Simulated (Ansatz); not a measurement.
Ge (diamond)

```
Ge
1.0
    0.00000     5.67439     5.67439
    2.83720     0.00000     2.83720
    2.83720     2.83720     0.00000
Ge
4
Direct
  0.25000   0.50000   0.50000
  0.75000   0.50000   0.50000
  0.37500   0.75000   0.75000
  0.87500   0.75000   0.75000
```

The atoms are displaced by Q × the pattern below (from a DFPT mode at L = (0.5, 0.0, 0.0), largest move 1; Q in Å), at fixed cell. It is one choice among 2 degenerate patterns. (q is in reciprocal vectors of the primitive cell; the cell shown is doubled to hold the pattern.)

| atom | x | y | z |
|---|---|---|---|
| Ge1 | 0.285 | -0.520 | 0.805 |
| Ge2 | -0.285 | 0.520 | -0.805 |
| Ge3 | -0.285 | 0.520 | -0.805 |
| Ge4 | 0.285 | -0.520 | 0.805 |

Level of theory: r2SCAN (plane waves to 500 eV, PAW, scalar-relativistic; Ansatz, a quantum-chemistry and plane-wave program). k mesh 5×10×10 (Γ-centred), Fermi-Dirac smearing 0.05 eV. E stands for the smeared free energy. As the smearing reaches across the gap at some points, energies and forces of such displacements shift with the k mesh and the smearing. Ge was relaxed with its symmetry unable to fall. ΔE is measured from the undisplaced structure.

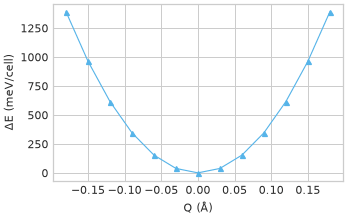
Figure: ΔE (meV/cell) against Q (Å); markers are the computed points, lines only join them.

What is the energy change at Q = 0.180 Å?

About 1400 meV/cell.

What harmonic wavenumber does the curvature at Q = 0 give?

About 280 cm⁻¹.

(For displaced atoms, the force is minus the slope of the energy, and its curvature is a force constant, which sets phonon frequencies.)
